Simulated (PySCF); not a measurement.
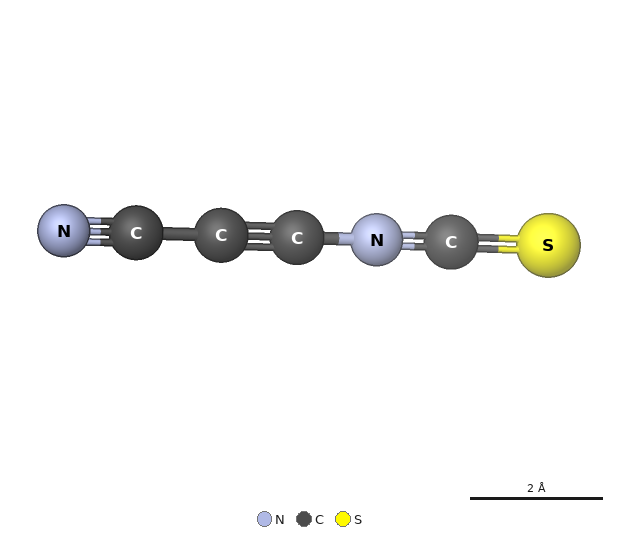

Depth is shown by fading: the farther an atom, the more it takes the colour of the background. The geometry was computed by an optimisation with PBE0-D3(BJ)/def2-TZVP. No frequency run is at hand to confirm it as a minimum. Masses are those of the most abundant isotopes; constants are for the rigid equilibrium geometry.

Q: Classify the rotor and give the rotational constants (MHz).

A: A linear rotor (C∞v) with B = 597 MHz.
